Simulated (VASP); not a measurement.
Band structure of NiSb (NiAs type). All values below come from optB88-vdW, VASP's PBE PAW potentials (set 64) (plane waves; VASP 6.6.1).

Unless said otherwise, spin-orbit coupling is left out, though it shifts the bands of the heavy elements here.

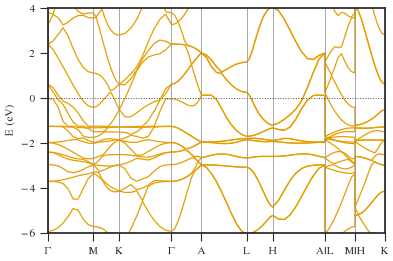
Figure. Bands along high-symmetry lines, zero at the valence-band maximum or, without a gap, the Fermi level

Read the plot: is there a gap, and where are the band edges?

It has no gap at this level: it comes out as a metal or semimetal. (Edges off the drawn lines would not show.)

The compound is NiSb in the NiAs type structure. It was relaxed first. The run is not spin-polarised, so no magnetic state was tried.
